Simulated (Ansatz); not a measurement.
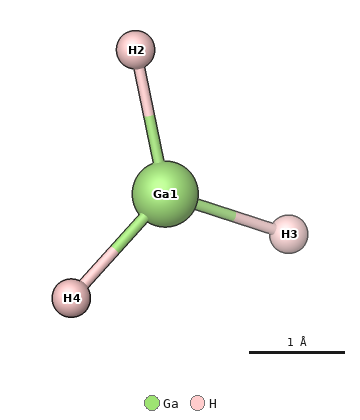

**Figure 1.** The input geometry of run 1 (ball-and-stick view, seen at a tilt; atoms are numbered from 1 in the order of the input). Sticks mark near contacts. Bond lengths as drawn: Ga–H 1.57 Å.

## What a change does: single-point calculation on GaH₃

System: GaH₃, SMILES [GaH3].
Method of run 1: RKS PBE-D4/def2-TZVPP (Ansatz 0.2.0).

The geometry comes from this level: PBE0-D4/def2-TZVP. Text and figures count atoms from 1; the logs count them from 0 in places.

### Input, run 1
```yaml
crystal:
  periodic: [false, false, false]
  atoms:
    - {symbol: Ga, position_ang: [0.013420, -0.014896, -0.004562]}
    - {symbol: H, position_ang: [1.252397, 0.343754, 0.887688]}
    - {symbol: H, position_ang: [-0.552064, -1.477782, -0.009733]}
    - {symbol: H, position_ang: [-0.658355, 1.088723, -0.893695]}
basis:
  gaussian: {orbitals: def2-TZVPP}
hamiltonian: {xc: pbe, dispersion: d4}
output: {forces: true, orbitals: {seedname: orbitals}}
```

Hardware: 2 CPU threads, shared host.

### Output (run 1)
```
Functional definition: PBE
  parameter kappa = 0.804
  parameter beta = 0.06672455060314922
  exchange = pbe_x(kappa = kappa, mu = beta*pi^2/3)
  correlation = pbe_c(beta = beta)
545 factors; their error is unknown
mean field evaluation 1: about -52416.2113 eV, gradient 3.5e1 eV
mean field evaluation 2: about -52415.6130 eV, gradient 5.2e1 eV
mean field evaluation 4: about -52417.7650 eV, gradient 2.4e-1 eV
mean field evaluation 8: about -52417.7519 eV, gradient 6.0e-2 eV
mean field -52417.75192178 eV, -1926.3168530969 hartree, gradient 3.0e-6 eV, S^2 0.000000; 0 other end points of the search recorded, 0 dependent functions left out
the calculation of the forces begins
reference -52417.75195773 eV, -1926.3168544183 hartree; 17, 17 occupied and 73, 73 virtual orbitals, 545 factors
Total energy: -52417.78624947 eV, -1926.3181146163 hartree
Atom 0 at     0.013420    -0.014896    -0.004562 Å, force     0.002861    -0.001175    -0.003622 eV/Å
Atom 1 at     1.252397     0.343754     0.887688 Å, force     0.068046     0.020339     0.050973 eV/Å
Atom 2 at    -0.552064    -1.477782    -0.009733 Å, force    -0.032462    -0.081002     0.000950 eV/Å
Atom 3 at    -0.658355     1.088723    -0.893695 Å, force    -0.038445     0.061838    -0.048301 eV/Å
Dipole moment:    -0.000377     0.000134     0.000448 e Å
```

The input of run 2 differs as follows (lines with − go, lines with + come):
```diff
-hamiltonian: {xc: pbe, dispersion: d4}
+hamiltonian: {xc: r2scan, dispersion: d4}
```

Predict how the results change.

The total energies belong to different models, so their difference says nothing on which is more stable or more accurate. The largest force goes from 0.087 to 0.133 eV/Å. The HOMO goes from −7.35 to −7.68 eV. The LUMO goes from −2.66 to −2.33 eV.

### Output (run 2)
```
Functional definition: r2SCAN
  parameter k0 = 0.174
  parameter k1 = 0.065
  parameter a1 = 4.9479
  exchange = r2scan_x(k0 = k0, k1 = k1, a1 = a1)
  correlation = r2scan_c
545 factors; their error is unknown
mean field evaluation 1: about -52424.7117 eV, gradient 2.7e1 eV
mean field evaluation 2: about -52424.5097 eV, gradient 3.8e1 eV
mean field evaluation 4: about -52425.6201 eV, gradient 2.4e-1 eV
mean field evaluation 8: about -52425.6043 eV, gradient 7.4e-4 eV
mean field -52425.60428553 eV, -1926.6054221424 hartree, gradient 5.0e-5 eV, S^2 0.000000; 0 other end points of the search recorded, 0 dependent functions left out
the calculation of the forces begins
reference -52425.60429643 eV, -1926.6054225431 hartree; 17, 17 occupied and 73, 73 virtual orbitals, 545 factors
Total energy: -52425.61175067 eV, -1926.6056964812 hartree
Atom 0 at     0.013420    -0.014896    -0.004562 Å, force     0.003235    -0.001303    -0.004056 eV/Å
Atom 1 at     1.252397     0.343754     0.887688 Å, force    -0.105798    -0.029958    -0.074140 eV/Å
Atom 2 at    -0.552064    -1.477782    -0.009733 Å, force     0.046818     0.124232     0.001721 eV/Å
Atom 3 at    -0.658355     1.088723    -0.893695 Å, force     0.055745    -0.092971     0.076475 eV/Å
Dipole moment:    -0.000403     0.000142     0.000475 e Å
```

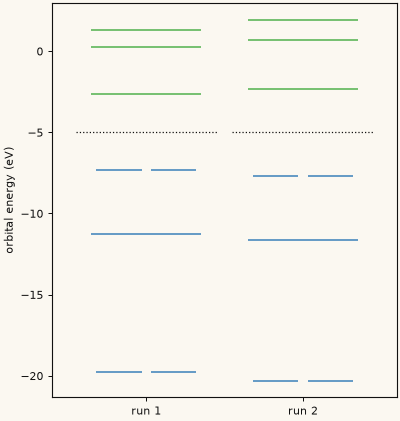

**Figure 2.** The five highest filled and three lowest empty orbital energies of the two runs; the dotted lines part filled from empty levels. The HOMO–LUMO gap is 4.69 eV in run 1 and 5.34 eV in run 2.

### The two runs side by side

| quantity | run 1 | run 2 |
| --- | --- | --- |
| outcome | converged | converged |
| total energy (hartree) | −1926.318115 | −1926.605696 |
| HOMO (eV) | −7.35 | −7.68 |
| LUMO (eV) | −2.66 | −2.33 |
| dipole moment (D) | 0.00 | 0.00 |
| largest force (eV/Å) | 0.087 | 0.133 |
| basis functions | 90 | 90 |
| wall time (shared host) | 0.8 s | 1.3 s |
